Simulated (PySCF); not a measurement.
**C5H9NSi: density, localisation and related maps**

Input file:

```
{"job": {"kind": "nmr", "xc": "PBE0", "basis": "pcSseg-1"}, "charge": 0, "multiplicity": 1}
N      3.495749    -0.037990    -0.546829
C      2.428712    -0.167773    -0.112882
C      1.085130    -0.324024     0.400207
C      0.382811    -1.632095    -0.027028
C     -1.109475    -1.480461     0.265818
C     -1.613346    -0.173475    -0.367426
Si    -0.170956     1.036250    -0.140055
H      1.135775    -0.281256     1.502925
H      0.537041    -1.786145    -1.108649
H      0.819907    -2.503991     0.484319
H     -1.671940    -2.356303    -0.094701
H     -1.257588    -1.443517     1.359279
H     -2.562635     0.172368     0.067357
H     -1.785647    -0.311445    -1.448000
H      0.249705     1.721489    -1.395738
H     -0.359813     2.045936     0.943189
```

Run with:

```sh
OMP_NUM_THREADS=1 python probes_run.py task.json out
```

Geometry: PBE0-D3(BJ)/def2-SVP.

The calculation used PBE0/pcSseg-1, SCF density, gas phase, non-relativistic in PySCF 2.14.0.

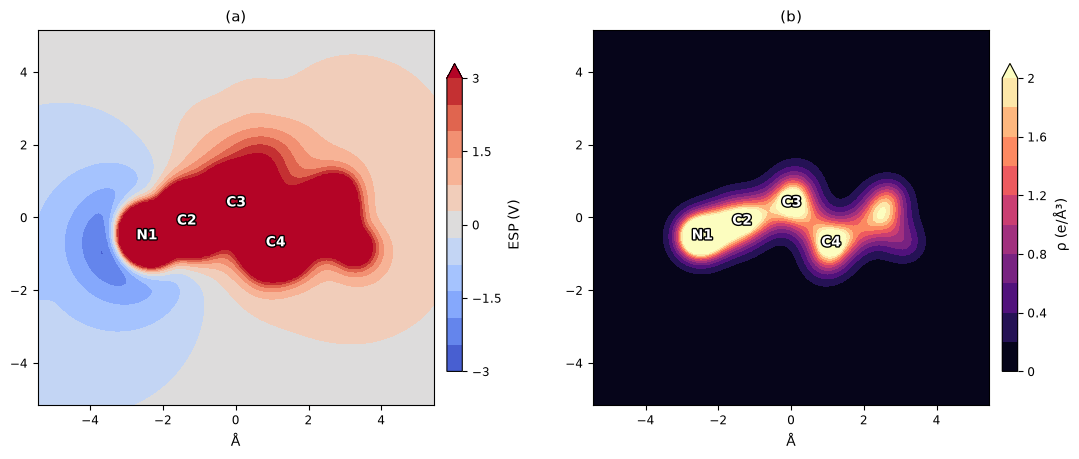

Figure 1. (a) molecular electrostatic potential; (b) total electron density on the plane of atoms C2, C3 and C4.

> Read the bonding off the picture.

- Atoms in the plane: N and C.
- C–N (1.16 Å): ρ is about 3.5 e/Å³ halfway.
- C–C (1.45 Å): ρ is about 1.8 e/Å³ halfway.
- C–C (1.54 Å): ρ is about 1.6 e/Å³ halfway.
- Outside the dense part of the molecule the potential is most negative (−2.5 V) near N1.

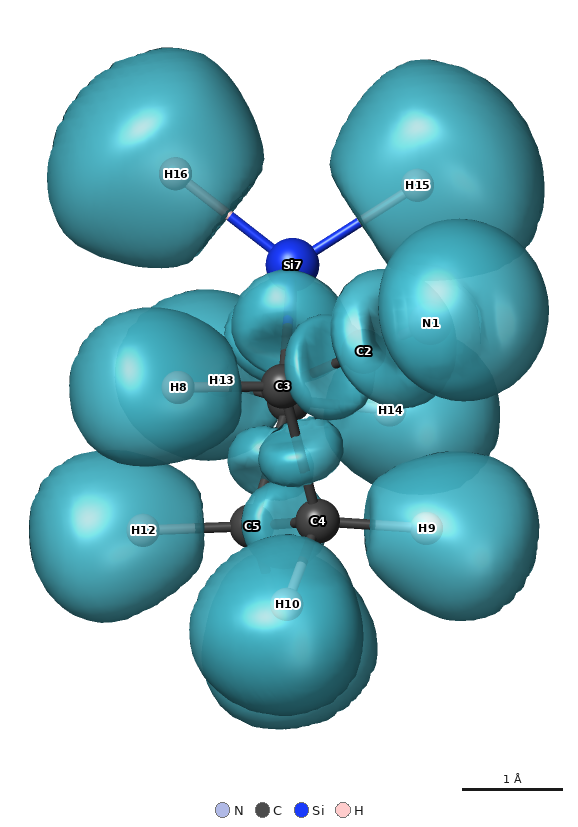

Figure 2. Isosurface of the ELF at 0.8 (cyan), seen at an oblique angle. Only the valence region is drawn (cores and ρ < 0.01 e/Å³ removed).

> Describe the localisation domains.

The surface consists of four regions between bonded C–C atoms (shared pairs), one region between bonded C–N atoms (shared pairs), two regions between bonded C–Si atoms (shared pairs), nine regions around hydrogen nuclei and one lobe on N, pointing away from the bonds (lone pairs).


C–N (1.16 Å): the ELF peaks at about 0.85 between the atoms; a short, multiple covalent bond. C–C (1.45 Å): the ELF peaks at about 0.95 between the atoms (a covalent bond).

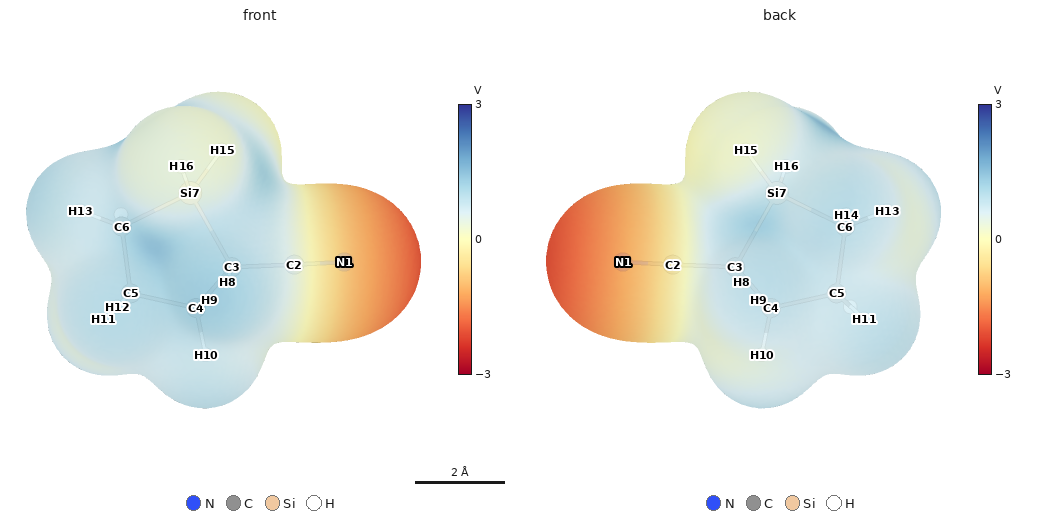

Figure 3. The molecular electrostatic potential painted on the density surface at 0.002 e/bohr³, seen from the front and from behind; the colour scale runs from red (negative) to blue (positive).

> Where is the surface potential most negative and most positive?

The most negative region (about −2.0 V) lies over N1, the most positive (about +1.4 V) over Si7. N1 is the likeliest acceptor of a hydrogen bond.

> How polar is the molecule by this calculation?

Its dipole moment is 4.86 D.
